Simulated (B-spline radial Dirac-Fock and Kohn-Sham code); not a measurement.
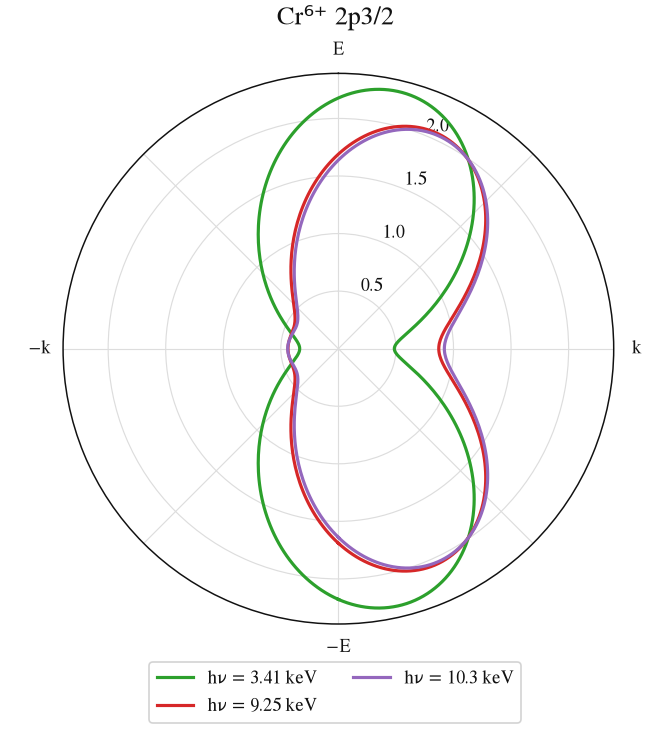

Angular distribution of photoelectrons from L3 (2p3/2) in the plane of the polarisation E (up) and the photon direction k (right), relative to an isotropic one. It refers to chromium in charge state +6 (Cr⁶⁺). The calculation used a Dirac–Hartree–Slater potential; 1 + βP₂(cos θ) + (δ + γ cos²θ) sin θ cos φ with E1 and E1–E2 terms (a B-spline radial code).

### Is the pattern at 10.3 keV symmetric between forward and backward?

No: 45° forward of E it is 3.6 times the value 45° backward, from the non-dipole terms.
